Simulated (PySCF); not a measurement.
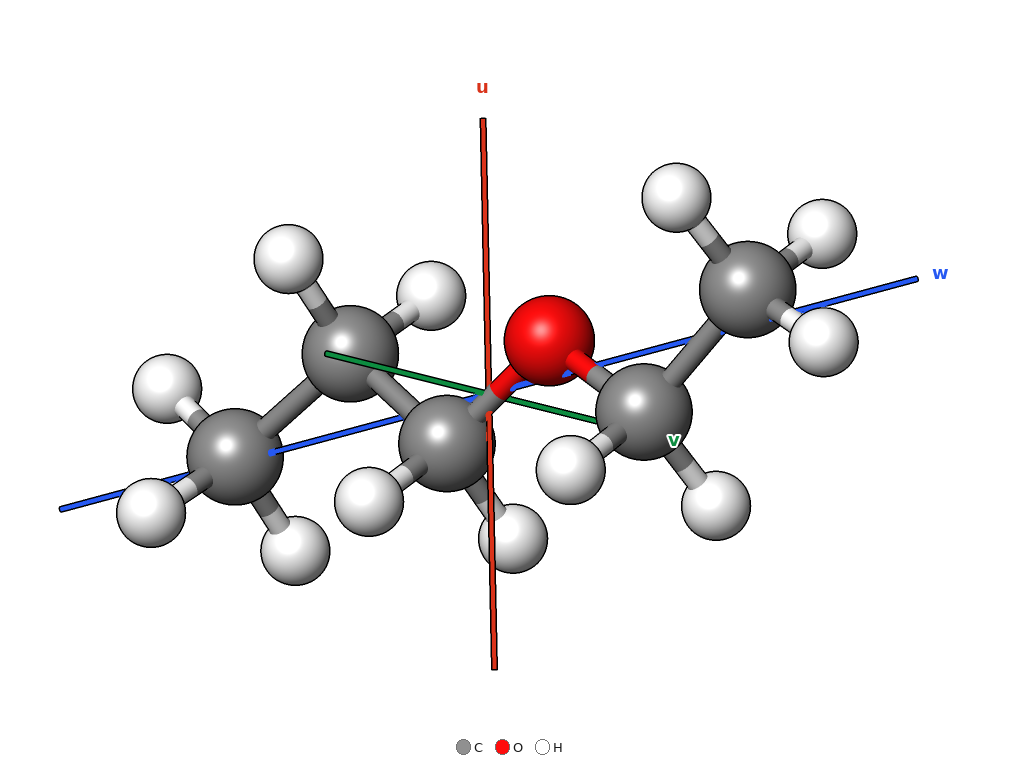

The lines u, v and w are the principal axes of the static dipole polarisability. Computed geometry: PBE0-D3(BJ)/def2-SVP optimisation. No frequency run is at hand to confirm it as a minimum. Method: ωB97X-D/def2-SVPD (PySCF 2.14.0).

Along which axis is the molecule most polarisable, and along which least?

Most along w, least along v.

Give the three principal values.

u 64.8, v 61.0, w 83.0 bohr³; mean 69.6, anisotropy 20.3 bohr³.
